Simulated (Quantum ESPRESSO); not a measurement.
**CaFe2As2: energy against a fixed spin moment**

Wanted: E(M) for CaFe2As2 from a parallel start.

Program: Quantum ESPRESSO 7.5. Level of theory: LDA; plane waves with GBRV 1.5 LDA potentials, no spin-orbit coupling. Results are calculated unless marked as measured.

### Step 1. The starting structure

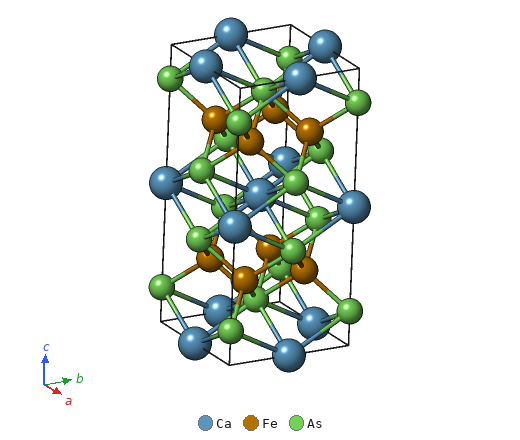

The starting structure, seen slightly off an axis (calcium blue, iron orange, arsenic green). This picture shows the conventional cell, with its axes. Some periodic images of atoms are drawn too.

The cell comes from Materials Project 2023-11-01, a database of computed structures, and need not be the stable phase.

### Step 2. No moment imposed

pw.in

```
&CONTROL
  calculation = 'scf'
  prefix = 'pwscf'
  outdir = './tmp'
  pseudo_dir = './pseudo'
  disk_io = 'nowf'
  tprnfor = .true.
  tstress = .true.
/
&SYSTEM
  ibrav = 0
  nat = 5
  ntyp = 3
  ecutwfc = 40
  ecutrho = 280
  nbnd = 38
  occupations = 'smearing'
  smearing = 'fd'
  degauss = 0.00367493
  nspin = 2
  starting_magnetization(1) = 0
  starting_magnetization(2) = 0.175
  starting_magnetization(3) = 0
/
&ELECTRONS
  conv_thr = 1d-08
  electron_maxstep = 150
  mixing_beta = 0.3
/
ATOMIC_SPECIES
Ca     40.0780 ca_lda_v1.uspp.F.UPF
Fe     55.8450 fe_lda_v1.5.uspp.F.UPF
As     74.9216 as_lda_v1.uspp.F.UPF
CELL_PARAMETERS angstrom
   0.0000000000    2.7476037344    5.9011939204
   2.7440008356    0.0000000000    5.9011939204
   2.7440008356    2.7476037344    0.0000000000
ATOMIC_POSITIONS crystal
Ca      0.5000000000    0.5000000000    0.5000000000
Fe      0.2500000000    0.2500000000    0.2500000000
Fe      0.7500000000    0.7500000000    0.7500000000
As      0.8762355000    0.8762355000    0.1237645000
As      0.1237645000    0.1237645000    0.8762355000
K_POINTS automatic
8 8 8 0 0 0
```

On the command line:

```console
$ OMP_NUM_THREADS=1 mpirun -n 4 pw.x -nk 4 -in pw.in > pw.out
```

The program printed:

```text
Program PWSCF v.7.5 starts

     Message from routine setup:
     using ibrav=0 with symmetry is DISCOURAGED, use correct ibrav instead

     K-points division:     npool     =       4
     Subspace diagonalization in iterative solution of the eigenvalue problem:

     G-vector sticks info
     --------------------
     sticks:   dense  smooth     PW     G-vecs:    dense   smooth      PW
     Sum        1913    1093    347                47515    20557    3621

     Using Slab Decomposition

     bravais-lattice index     =            0
     lattice parameter (alat)  =      12.3011  a.u.
     unit-cell volume          =     600.4887 (a.u.)^3
     number of atoms/cell      =            5
     number of atomic types    =            3
     number of electrons       =        52.00
     number of Kohn-Sham states=           38
     kinetic-energy cutoff     =      40.0000  Ry
     charge density cutoff     =     280.0000  Ry
     scf convergence threshold =      1.0E-08
     mixing beta               =       0.3000
     number of iterations used =            8  plain     mixing
     Exchange-correlation= SLA  PZ   NOGX NOGC
                           (   1   1   0   0   0   0   0)

     celldm(1)=  12.301147  celldm(2)=   0.000000  celldm(3)=   0.000000
     celldm(4)=   0.000000  celldm(5)=   0.000000  celldm(6)=   0.000000

     crystal axes: (cart. coord. in units of alat)
               a(1) = (   0.000000   0.422092   0.906553 )
               a(2) = (   0.421539   0.000000   0.906553 )
               a(3) = (   0.421539   0.422092   0.000000 )

     reciprocal axes: (cart. coord. in units 2 pi/alat)
               b(1) = ( -1.186131  1.184575  0.551540 )
               b(2) = (  1.186131 -1.184575  0.551540 )
               b(3) = (  1.186131  1.184575 -0.551540 )

     PseudoPot. # 1 for Ca read from file:
     ca_lda_v1.uspp.F.UPF
     Pseudo is Ultrasoft + core correction, Zval = 10.0
     Generated by new atomic code, or converted to UPF format
     Using radial grid of  845 points,  6 beta functions with:
                l(1) =   0
                l(2) =   0
                l(3) =   1
                l(4) =   1
                l(5) =   2
                l(6) =   2
     Q(r) pseudized with  8 coefficients,  rinner =    1.500   1.500   1.500
                                                       1.500   1.500

     PseudoPot. # 2 for Fe read from file:
     fe_lda_v1.5.uspp.F.UPF
     Pseudo is Ultrasoft + core correction, Zval = 16.0
     Generated by new atomic code, or converted to UPF format
     Using radial grid of  861 points,  6 beta functions with:
                l(1) =   0
                l(2) =   0
                l(3) =   1
                l(4) =   1
                l(5) =   2
                l(6) =   2
     Q(r) pseudized with  8 coefficients,  rinner =    1.000   1.000   1.000
                                                       1.000   1.000

     PseudoPot. # 3 for As read from file:
     as_lda_v1.uspp.F.UPF
     Pseudo is Ultrasoft + core correction, Zval =  5.0
     Generated by new atomic code, or converted to UPF format
     Using radial grid of  875 points,  6 beta functions with:
                l(1) =   0
                l(2) =   0
                l(3) =   1
                l(4) =   1
                l(5) =   2
                l(6) =   2
     Q(r) pseudized with  8 coefficients,  rinner =    1.300   1.300   1.300
                                                       1.300   1.300

     atomic species   valence    mass     pseudopotential
     Ca               10.00    40.07800     Ca( 1.00)
     Fe               16.00    55.84500     Fe( 1.00)
     As                5.00    74.92160     As( 1.00)

     Starting magnetic structure
     atomic species   magnetization
     Ca              0.000
     Fe              0.175
     As              0.000

      8 Sym. Ops., with inversion, found

   Cartesian axes

     site n.     atom                  positions (alat units)
         1        Ca     tau(   1) = (   0.4215387   0.4220922   0.9065529  )
         2        Fe     tau(   2) = (   0.2107694   0.2110461   0.4532764  )
         3        Fe     tau(   3) = (   0.6323081   0.6331383   1.3598293  )
         4        As     tau(   4) = (   0.4215387   0.4220922   1.5887077  )
         5        As     tau(   5) = (   0.4215387   0.4220922   0.2243981  )

     number of k points=    95  Fermi-Dirac smearing, width (Ry)=  0.0037
                       cart. coord. in units 2pi/alat
        k(    1) = (   0.0000000   0.0000000   0.0000000), wk =   0.0019531
        k(    2) = (   0.1482663   0.1480719  -0.0689425), wk =   0.0156250
        k(    3) = (   0.2965326   0.2961438  -0.1378849), wk =   0.0156250
        k(    4) = (   0.4447990   0.4442157  -0.2068274), wk =   0.0156250
        k(    5) = (  -0.5930653  -0.5922876   0.2757699), wk =   0.0078125
        [... 90 further k-points ...]

     Dense  grid:    47515 G-vectors     FFT dimensions: (  72,  72,  40)

     Smooth grid:    20557 G-vectors     FFT dimensions: (  50,  50,  30)

     Check: negative core charge=   -0.000018
     Generating pointlists ...
     new r_m :   0.1970 (alat units)  2.4232 (a.u.) for type    1
     new r_m :   0.1551 (alat units)  1.9077 (a.u.) for type    2
     new r_m :   0.1551 (alat units)  1.9077 (a.u.) for type    3

     Initial potential from superposition of free atoms

     starting charge      49.9948, renormalised to      52.0000
     Starting wfcs are   44 randomized atomic wfcs

     Self-consistent Calculation

     iteration #  1     ecut=    40.00 Ry     beta= 0.30
     Davidson diagonalization with overlap
     ethr =  1.00E-02,  avg # of iterations =  3.0

     total energy              =    -655.09631678 Ry
     estimated scf accuracy    <       1.35351354 Ry

     total magnetization       =     3.74 Bohr mag/cell
     absolute magnetization    =     4.04 Bohr mag/cell

     iteration #  2     ecut=    40.00 Ry     beta= 0.30
     Davidson diagonalization with overlap
     ethr =  2.60E-03,  avg # of iterations =  2.1

     total energy              =    -655.07542883 Ry
     estimated scf accuracy    <       1.50356308 Ry

     total magnetization       =     5.01 Bohr mag/cell
     absolute magnetization    =     5.26 Bohr mag/cell

     iteration #  3     ecut=    40.00 Ry     beta= 0.30
     Davidson diagonalization with overlap
     ethr =  2.60E-03,  avg # of iterations =  2.0

     total energy              =    -655.25864317 Ry
     estimated scf accuracy    <       0.46486186 Ry

     total magnetization       =     3.84 Bohr mag/cell
     absolute magnetization    =     4.16 Bohr mag/cell

     [... further iterations left out ...]

     iteration # 11     ecut=    40.00 Ry     beta= 0.30
     Davidson diagonalization with overlap
     ethr =  1.01E-08,  avg # of iterations =  3.4

     total energy              =    -655.30090376 Ry
     estimated scf accuracy    <       0.00000174 Ry

     total magnetization       =     4.76 Bohr mag/cell
     absolute magnetization    =     5.04 Bohr mag/cell

     iteration # 12     ecut=    40.00 Ry     beta= 0.30
     Davidson diagonalization with overlap
     ethr =  3.34E-09,  avg # of iterations =  3.8

     total energy              =    -655.30090472 Ry
     estimated scf accuracy    <       0.00000008 Ry

     total magnetization       =     4.76 Bohr mag/cell
     absolute magnetization    =     5.04 Bohr mag/cell

     iteration # 13     ecut=    40.00 Ry     beta= 0.30
     Davidson diagonalization with overlap
     ethr =  1.46E-10,  avg # of iterations =  4.6

     total energy              =    -655.30090479 Ry
     estimated scf accuracy    <       0.00000001 Ry

     total magnetization       =     4.76 Bohr mag/cell
     absolute magnetization    =     5.05 Bohr mag/cell

     iteration # 14     ecut=    40.00 Ry     beta= 0.30
     Davidson diagonalization with overlap
     ethr =  2.62E-11,  avg # of iterations =  2.2

     Magnetic moment per site  (integrated on atomic sphere of radius R)
     atom   1 (R=0.197)  charge=  8.5045  magn=  0.0377
     atom   2 (R=0.155)  charge= 14.3166  magn=  2.2990
     atom   3 (R=0.155)  charge= 14.3166  magn=  2.2990
     atom   4 (R=0.155)  charge=  2.7400  magn= -0.0191
     atom   5 (R=0.155)  charge=  2.7400  magn= -0.0191

     End of self-consistent calculation

     Number of k-points >= 100: set verbosity='high' to print the bands.

     the Fermi energy is    10.7029 ev

!    total energy              =    -655.30090479 Ry
     estimated scf accuracy    <          9.2E-09 Ry
     smearing contrib. (-TS)   =      -0.00253497 Ry
     internal energy E=F+TS    =    -655.29836982 Ry

     The total energy is F=E-TS. E is the sum of the following terms:
     one-electron contribution =    -440.50247994 Ry
     hartree contribution      =     239.90553336 Ry
     xc contribution           =    -131.80257152 Ry
     ewald contribution        =    -322.89885172 Ry

     total magnetization       =     4.76 Bohr mag/cell
     absolute magnetization    =     5.05 Bohr mag/cell

     convergence has been achieved in  14 iterations

     Forces acting on atoms (cartesian axes, Ry/au):

     atom    1 type  1   force =     0.00000000    0.00000000    0.00000000
     atom    2 type  2   force =    -0.00000000    0.00000000    0.00000000
     atom    3 type  2   force =     0.00000000   -0.00000000   -0.00000000
     atom    4 type  3   force =     0.00000000   -0.00000000   -0.03345657
     atom    5 type  3   force =    -0.00000000    0.00000000    0.03345657

     Total force =     0.047315     Total SCF correction =     0.000024

     Computing stress (Cartesian axis) and pressure

          total   stress  (Ry/bohr**3)                   (kbar)     P=      -89.25
  -0.00059528  -0.00000000  -0.00000000          -87.57       -0.00       -0.00
  -0.00000000  -0.00060224   0.00000000           -0.00      -88.59        0.00
   0.00000000  -0.00000000  -0.00062266            0.00       -0.00      -91.60

=------------------------------------------------------------------------------=
   JOB DONE.
=------------------------------------------------------------------------------=
```

Wall time 2.9 min (4 MPI ranks of Arm Neoverse V1, shared host); peak memory 0.78 GiB; 11 min of CPU time.

Spin moment in the atom's sphere by atom:

| atom | spin moment in the atom's sphere (μB) |
| --- | --- |
| Ca1 | 0.04 |
| Fe2 | 2.30 |
| Fe3 | 2.30 |
| As4 | -0.02 |
| As5 | -0.02 |

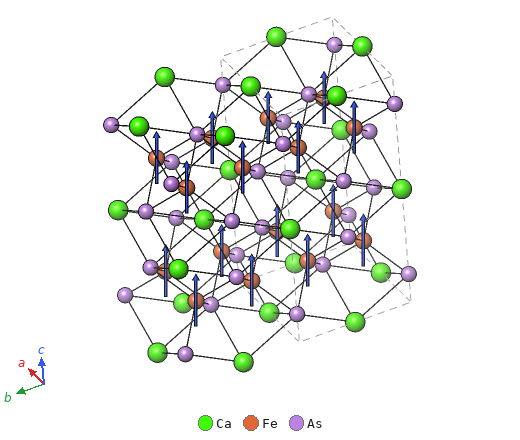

Spin moment in the atom's sphere as arrows, the longest 2.30 μB. Up and down stand for the sign. Arrows give size and sign along the axis of quantisation, drawn up and down the page. 1×2×1 conventional cells are drawn. Some periodic images of atoms are drawn too.

This step gave:

- smearing term TS: 0.03449 eV
- pressure: -8.925 GPa
- magnetization: 4.764 μB
- absolute magnetization: 5.046 μB
- final state: ferromagnetic

### Step 3. Moment fixed at 0 μB

The two spin channels are filled to separate Fermi energies, so that the total moment meets the target. Half of the up one less the down one is the slope dE/dM.

pw.in: that of step 2 with these lines changed.

```diff
@@ -15,3 +15,3 @@
   ecutrho = 280
-  nbnd = 38
+  nbnd = 39
   occupations = 'smearing'
@@ -21,4 +21,5 @@
   starting_magnetization(1) = 0
-  starting_magnetization(2) = 0.175
+  starting_magnetization(2) = 0.0088
   starting_magnetization(3) = 0
+  tot_magnetization = 0
 /
```

The program printed:

```text
     [... lines left out ...]
Program PWSCF v.7.5 starts
     [... lines left out ...]
     number of atoms/cell      =            5
     [... lines left out ...]
     number of electrons       =        52.00 (up:  26.00, down:  26.00)
     number of Kohn-Sham states=           39
     kinetic-energy cutoff     =      40.0000  Ry
     charge density cutoff     =     280.0000  Ry
     scf convergence threshold =      1.0E-08
     [... lines left out ...]
      8 Sym. Ops., with inversion, found
     [... lines left out ...]
     number of k points=    95  Fermi-Dirac smearing, width (Ry)=  0.0037
     [... lines left out ...]
     iteration # 13     ecut=    40.00 Ry     beta= 0.30
     [... lines left out ...]
     Magnetic moment per site  (integrated on atomic sphere of radius R)
     atom   1 (R=0.197)  charge=  8.4877  magn= -0.0000
     atom   2 (R=0.155)  charge= 14.3553  magn=  0.0000
     atom   3 (R=0.155)  charge= 14.3553  magn=  0.0000
     atom   4 (R=0.155)  charge=  2.7230  magn= -0.0000
     atom   5 (R=0.155)  charge=  2.7230  magn= -0.0000
     [... lines left out ...]
     the spin up/dw Fermi energies are    10.5853   10.5854 ev
!    total energy              =    -655.28646582 Ry
     estimated scf accuracy    <          3.8E-09 Ry
     smearing contrib. (-TS)   =      -0.00443017 Ry
     [... lines left out ...]
     total magnetization       =     0.00 Bohr mag/cell
     absolute magnetization    =     0.00 Bohr mag/cell
     convergence has been achieved in  13 iterations
     [... lines left out ...]
     Total force =     0.154076     Total SCF correction =     0.000044
     [... lines left out ...]
          total   stress  (Ry/bohr**3)                   (kbar)     P=     -152.48
     [... lines left out ...]
```

The job ended after 2.7 min (4 MPI ranks; peak memory 0.79 GiB).

This step gave:

```
magnetization                                 : 0 μB
absolute magnetization                        : 0 μB
half the difference of the two Fermi energies : 0 meV
largest moment                                : 0 μB
```

### Step 4. Moment fixed at 0.643 μB

pw.in: that of step 3 with these lines changed.

```diff
@@ -21,5 +21,5 @@
   starting_magnetization(1) = 0
-  starting_magnetization(2) = 0.0088
+  starting_magnetization(2) = 0.0201
   starting_magnetization(3) = 0
-  tot_magnetization = 0
+  tot_magnetization = 0.643
 /
```

The program printed:

```text
     [... lines left out ...]
Program PWSCF v.7.5 starts
     [... lines left out ...]
     number of atoms/cell      =            5
     [... lines left out ...]
     number of electrons       =        52.00 (up:  26.32, down:  25.68)
     number of Kohn-Sham states=           39
     kinetic-energy cutoff     =      40.0000  Ry
     charge density cutoff     =     280.0000  Ry
     scf convergence threshold =      1.0E-08
     [... lines left out ...]
      8 Sym. Ops., with inversion, found
     [... lines left out ...]
     number of k points=    95  Fermi-Dirac smearing, width (Ry)=  0.0037
     [... lines left out ...]
     iteration # 14     ecut=    40.00 Ry     beta= 0.30
     [... lines left out ...]
     Magnetic moment per site  (integrated on atomic sphere of radius R)
     atom   1 (R=0.197)  charge=  8.4884  magn= -0.0074
     atom   2 (R=0.155)  charge= 14.3542  magn=  0.3581
     atom   3 (R=0.155)  charge= 14.3542  magn=  0.3581
     atom   4 (R=0.155)  charge=  2.7231  magn= -0.0215
     atom   5 (R=0.155)  charge=  2.7231  magn= -0.0215
     [... lines left out ...]
     the spin up/dw Fermi energies are    10.5281   10.6513 ev
!    total energy              =    -655.28791871 Ry
     estimated scf accuracy    <          9.4E-09 Ry
     smearing contrib. (-TS)   =      -0.00439243 Ry
     [... lines left out ...]
     total magnetization       =     0.64 Bohr mag/cell
     absolute magnetization    =     0.83 Bohr mag/cell
     convergence has been achieved in  14 iterations
     [... lines left out ...]
     Total force =     0.151872     Total SCF correction =     0.000007
     [... lines left out ...]
          total   stress  (Ry/bohr**3)                   (kbar)     P=     -151.50
     [... lines left out ...]
```

Run time: 2.9 min. Hardware: 4 MPI ranks; peak memory 0.79 GiB.

(Part 1 of 2 ends here.)

[Logs and program files are shortened in this print: banners, set-up blocks, solver, clock and traceback lines can be left out without a mark of their own.]

[Logs are printed without paths, hosts, clocks, repeated set-up lines and the standing remarks that a program may print on its own settings, such as how far it seeks lower states.]

[Hosts, paths, dates, database ids (printed as entryN), source tags and the programs' standing remarks are cut or masked in the printed files.]

[Where a cell is said to come from a database of computed structures, the database is the Materials Project.]
